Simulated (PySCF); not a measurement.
# C₉H₁₀BN₃O₂: NMR shifts at several levels of theory, part 2 of 2

PySCF 2.14.0. Atoms count from 0. The steps go on from the part before.

## (6) Shielding tensors: KT2/pcSseg-1

What the job is given:

```
{"job": {"kind": "nmr", "xc": "KT2", "basis": "pcSseg-1", "pop": false}, "charge": 0, "multiplicity": 1}
C     -0.591750     3.083456    -0.082068
C     -0.274961     1.619161    -0.040530
N      0.971880     1.319866     0.109815
N      1.374713     0.025437     0.155380
C      2.762608    -0.156963     0.326131
N      3.479011     0.971105     0.434120
O      3.241705    -1.283956     0.368418
B      0.472054    -1.122624     0.039442
O      0.918092    -2.388453     0.078000
C     -1.014345    -0.740772    -0.126803
C     -2.030812    -1.700030    -0.236465
C     -3.356272    -1.313041    -0.381873
C     -3.683387     0.047845    -0.420961
C     -2.692525     1.013283    -0.313950
C     -1.346907     0.629649    -0.164059
H     -1.270118     3.369703     0.737119
H     -1.084955     3.358654    -1.027558
H      0.335580     3.661200     0.011529
H      2.988982     1.856201     0.386371
H      4.476281     0.894509     0.562014
H      1.894721    -2.356313     0.197747
H     -1.759962    -2.758310    -0.204578
H     -4.144448    -2.065154    -0.466228
H     -4.726029     0.353858    -0.536374
H     -2.966684     2.069050    -0.345738
```

Level: GIAO KT2/pcSseg-1 NMR shielding, non-relativistic, gas phase.

Output:

```text
coarse grid: 22424 points
cycle   1  E = -699.8470595068  dE =  2.638e+00  |g| = 1.274e+00  |ddm| = 5.229e+00
cycle   2  E = -695.9637616464  dE =  3.883e+00  |g| = 3.745e+00  |ddm| = 4.221e+00
cycle   3  E = -699.9114911551  dE = -3.948e+00  |g| = 9.558e-01  |ddm| = 4.045e+00
cycle   4  E = -700.1604923621  dE = -2.490e-01  |g| = 2.210e-01  |ddm| = 1.331e+00
cycle   5  E = -700.1587533288  dE =  1.739e-03  |g| = 2.315e-01  |ddm| = 4.149e-01
cycle   6  E = -700.1720264257  dE = -1.327e-02  |g| = 6.557e-02  |ddm| = 2.728e-01
cycle   7  E = -700.1729055158  dE = -8.791e-04  |g| = 3.165e-02  |ddm| = 9.143e-02
cycle   8  E = -700.1731251954  dE = -2.197e-04  |g| = 1.160e-02  |ddm| = 4.592e-02
cycle   9  E = -700.1731547812  dE = -2.959e-05  |g| = 3.545e-03  |ddm| = 1.605e-02
cycle  10  E = -700.1731577969  dE = -3.016e-06  |g| = 1.612e-03  |ddm| = 4.931e-03
final grid: 221192 points
cycle  11  E = -700.2123878408  dE = -6.007e-04  |g| = 1.744e-02  |ddm| = 1.813e-01
cycle  12  E = -700.2123228754  dE =  6.497e-05  |g| = 2.262e-02  |ddm| = 4.681e-02
cycle  13  E = -700.2124476259  dE = -1.248e-04  |g| = 7.339e-03  |ddm| = 3.503e-02
cycle  14  E = -700.2124618940  dE = -1.427e-05  |g| = 1.470e-03  |ddm| = 8.506e-03
cycle  15  E = -700.2124623503  dE = -4.563e-07  |g| = 6.477e-04  |ddm| = 2.374e-03
cycle  16  E = -700.2124624382  dE = -8.787e-08  |g| = 2.958e-04  |ddm| = 9.376e-04
cycle  17  E = -700.2124624561  dE = -1.794e-08  |g| = 8.353e-05  |ddm| = 3.387e-04
cycle  18  E = -700.2124624577  dE = -1.591e-09  |g| = 2.935e-05  |ddm| = 1.074e-04
cycle  19  E = -700.2124624579  dE = -1.892e-10  |g| = 1.033e-05  |ddm| = 3.217e-05
converged SCF energy = -700.2124624579

GIAO shielding tensors (ppm)
atom      isotropic    diamagn.    paramagn.     s11        s22        s33       span
  0 C      161.139     252.316     -91.176    147.250    152.361    183.807     36.557
  1 C       47.666     256.037    -208.370    -26.803     39.749    130.053    156.857
  2 N      -49.608     329.160    -378.768   -251.338    -59.968    162.482    413.820
  3 N       56.368     336.811    -280.442    -21.078     29.598    160.585    181.663
  4 C       29.801     245.907    -216.106    -44.214     55.818     77.800    122.014
  5 N      172.457     324.064    -151.608    106.268    183.467    227.634    121.366
  6 O       55.514     403.332    -347.818    -68.391    -49.662    284.596    352.987
  7 B       76.785     201.637    -124.852     52.534     82.023     95.799     43.265
  8 O      195.452     390.995    -195.542     99.399    180.070    306.888    207.489
  9 C       58.263     258.020    -199.757    -16.908     -3.125    194.822    211.731
 10 C       55.687     251.859    -196.172    -49.637     39.046    177.654    227.290
 11 C       58.992     255.689    -196.696    -40.984     46.054    171.907    212.890
 12 C       57.150     254.857    -197.707    -44.504     44.787    171.168    215.672
 13 C       63.765     249.912    -186.147    -29.405     51.446    169.255    198.661
 14 C       55.121     259.318    -204.197    -34.047     26.689    172.719    206.766
 15 H       28.550      29.585      -1.035     24.220     27.570     33.859      9.639
 16 H       28.557      29.605      -1.047     24.182     27.664     33.826      9.644
 17 H       29.049      29.090      -0.041     24.311     28.915     33.921      9.610
 18 H       23.767      36.122     -12.355     13.882     26.067     31.352     17.469
 19 H       27.116      27.085       0.032     22.834     23.661     34.854     12.020
 20 H       21.067      33.865     -12.799      7.483     20.761     34.956     27.473
 21 H       22.978      32.425      -9.447     18.100     22.893     27.942      9.842
 22 H       23.740      28.723      -4.983     19.967     24.919     26.333      6.366
 23 H       23.706      27.817      -4.111     19.919     24.635     26.564      6.645
 24 H       23.772      32.856      -9.084     18.823     23.491     29.002     10.178
```

Run time: 48 s. Hardware: 8 threads of Arm Neoverse V1, shared host.

In short: δ C4 153.4, C1 135.6, C14 128.1, C10 127.5, H20 10.11, H21 8.20 ppm.

## (7) NMR shieldings: HF/pcSseg-1

Settings changed since step 6:

```diff
@@ -1,2 +1,2 @@
-{"job": {"kind": "nmr", "xc": "KT2", "basis": "pcSseg-1", "pop": false}, "charge": 0, "multiplicity": 1}
+{"job": {"kind": "nmr", "xc": "HF", "basis": "pcSseg-1", "pop": false}, "charge": 0, "multiplicity": 1}
 C     -0.591750     3.083456    -0.082068
```

Method: GIAO HF/pcSseg-1 NMR shielding, non-relativistic, gas phase.

Output:

```text
final grid: 221192 points
cycle   1  E = -684.1229124396  dE =  4.736e+00  |g| = 1.050e+00  |ddm| = 4.994e+00
cycle   2  E = -684.3250293630  dE = -2.021e-01  |g| = 6.798e-01  |ddm| = 1.429e+00
cycle   3  E = -684.4098989147  dE = -8.487e-02  |g| = 1.384e-01  |ddm| = 5.895e-01
cycle   4  E = -684.4154780626  dE = -5.579e-03  |g| = 4.056e-02  |ddm| = 2.341e-01
cycle   5  E = -684.4159349458  dE = -4.569e-04  |g| = 1.232e-02  |ddm| = 4.680e-02
cycle   6  E = -684.4159993214  dE = -6.438e-05  |g| = 4.574e-03  |ddm| = 2.139e-02
cycle   7  E = -684.4160139265  dE = -1.461e-05  |g| = 2.162e-03  |ddm| = 9.572e-03
cycle   8  E = -684.4160164128  dE = -2.486e-06  |g| = 6.968e-04  |ddm| = 4.490e-03
cycle   9  E = -684.4160167562  dE = -3.434e-07  |g| = 2.818e-04  |ddm| = 1.587e-03
cycle  10  E = -684.4160168094  dE = -5.319e-08  |g| = 1.126e-04  |ddm| = 5.823e-04
cycle  11  E = -684.4160168230  dE = -1.359e-08  |g| = 5.279e-05  |ddm| = 3.269e-04
cycle  12  E = -684.4160168261  dE = -3.129e-09  |g| = 2.482e-05  |ddm| = 1.495e-04
cycle  13  E = -684.4160168269  dE = -7.676e-10  |g| = 1.137e-05  |ddm| = 8.288e-05
converged SCF energy = -684.4160168269

GIAO shielding tensors (ppm)
atom      isotropic    diamagn.    paramagn.     s11        s22        s33       span
  0 C      168.984     245.699     -76.715    154.438    163.941    188.573     34.135
  1 C       36.875     253.278    -216.403    -71.203     36.140    145.688    216.891
  2 N      -74.774     325.669    -400.443   -350.200    -71.417    197.294    547.494
  3 N       84.120     334.893    -250.774      9.373     56.275    186.710    177.337
  4 C       20.723     240.827    -220.104    -66.689     34.775     94.083    160.772
  5 N      181.981     325.624    -143.643    106.885    193.923    245.135    138.250
  6 O       70.010     402.591    -332.581    -72.970    -45.838    328.839    401.809
  7 B       83.447     197.048    -113.602     62.383     84.420    103.537     41.154
  8 O      236.492     391.346    -154.854    141.283    229.683    338.510    197.228
  9 C       51.244     256.631    -205.387    -41.791    -12.620    208.142    249.933
 10 C       47.917     251.302    -203.385    -77.833     32.446    189.138    266.970
 11 C       53.467     257.441    -203.974    -65.658     41.000    185.060    250.718
 12 C       51.341     256.739    -205.398    -69.146     38.893    184.276    253.423
 13 C       59.180     252.070    -192.889    -52.149     46.392    183.298    235.447
 14 C       48.785     260.944    -212.160    -66.593     24.728    188.218    254.811
 15 H       29.006      29.333      -0.326     24.438     27.889     34.692     10.254
 16 H       29.018      29.367      -0.348     24.396     27.993     34.666     10.270
 17 H       29.081      28.778       0.304     23.247     29.034     34.963     11.716
 18 H       24.186      35.585     -11.399     14.477     25.886     32.196     17.719
 19 H       26.932      27.091      -0.159     20.916     23.800     36.079     15.163
 20 H       21.031      32.502     -11.471      5.812     19.545     37.736     31.924
 21 H       22.937      31.837      -8.900     17.429     22.861     28.522     11.093
 22 H       23.817      28.761      -4.944     19.452     25.192     26.808      7.357
 23 H       23.779      28.198      -4.419     19.413     24.969     26.955      7.542
 24 H       23.850      32.471      -8.621     18.223     23.864     29.464     11.242
```

It took 47 s on 8 threads of Arm Neoverse V1, shared host.

This run: δ C4 170.1, C1 154.0, C10 142.9, C14 142.1, H20 10.66, H21 8.75 ppm.

## (8) Run by run: NMR shifts

Shifts (ppm) of some atoms, chosen among heavy atoms and hydrogens apart, with basis size and wall time:

| run | C1 | H20 | H21 | N2 | N3 | O6 | O8 | functions | time |
| --- | --- | --- | --- | --- | --- | --- | --- | --- | --- |
| PBE0/pcSseg-1 | 147.2 | 10.50 | 8.59 | 335.2 | 208.8 | 290.5 | 131.2 | 305 | 71 s |
| PBE/pcSseg-1 | 143.2 | 10.50 | 8.42 | 331.5 | 217.4 | 295.6 | 146.0 | 305 | 47 s |
| wB97X-D/pcSseg-1 | 149.3 | 10.51 | 8.59 | 334.7 | 202.2 | 286.2 | 123.6 | 305 | 92 s |
| KT2/pcSseg-1 | 135.6 | 10.11 | 8.20 | 313.9 | 207.9 | 275.1 | 135.2 | 305 | 48 s |
| HF/pcSseg-1 | 154.0 | 10.66 | 8.75 | 340.5 | 181.6 | 263.3 | 96.8 | 305 | 47 s |

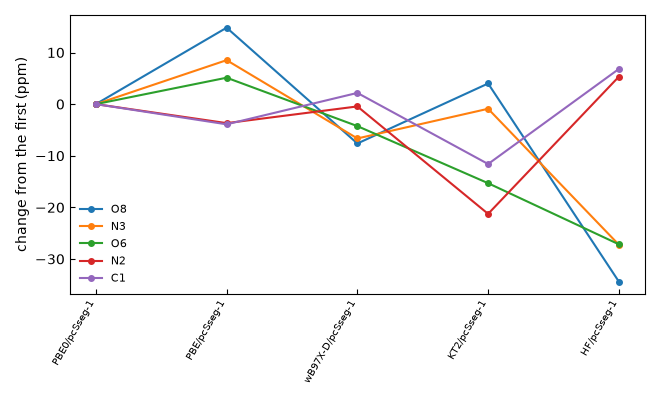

How five of the tabulated atoms move from run to run.

## (9) What came out

What follows sums up all 2 parts.

```
                                                              quantity                                                             value
                                  rotational constants (main isotopes)                                              1.10, 0.48, 0.33 GHz
                                13C shifts against TMS (PBE0/pcSseg-1)  164.1, 147.2, 139.5, 138.5, 137.0, 136.5, 135.2, 130.0, 23.0 ppm
1H shifts against TMS (PBE0/pcSseg-1, means over atoms taken as alike)                     10.50, 8.59, 7.81, 7.79, 7.76, 5.91, 2.57 ppm
                                15N shifts against NH3 (PBE0/pcSseg-1)                                            335.2, 208.8, 95.3 ppm
                                17O shifts against H2O (PBE0/pcSseg-1)                                                  290.5, 131.2 ppm
                           11B shifts against BF3·OEt2 (PBE0/pcSseg-1)                                                          27.0 ppm
                                              range of the shift of O8                                                 96.8 to 146.0 ppm
```

What this shows: Single values in the summary come from the first run of each kind that ended normally (PBE0/pcSseg-1), which need not be the best level. The optimisation took 8 steps and gained 0.075 eV; among the close pairs (by a distance rule), O8–H20 changed most, from 0.971 to 0.984 Å. C4 (urea carbonyl carbon) lies farthest downfield among carbon, at 164.1 ppm; it is a carbonyl in resonance with an O or N lone pair, the region of acids, esters and amides. At PBE0/pcSseg-1: The widest tensor belongs to N2: span 481 ppm, with a paramagnetic part of -397 ppm. NICS(1)zz of -29 ppm above the planar ring from C9 marks a diatropic (aromatic) ring current. Across the 5 runs the shift of O8 moves most, between 96.8 (HF/pcSseg-1) and 146.0 ppm (PBE/pcSseg-1).
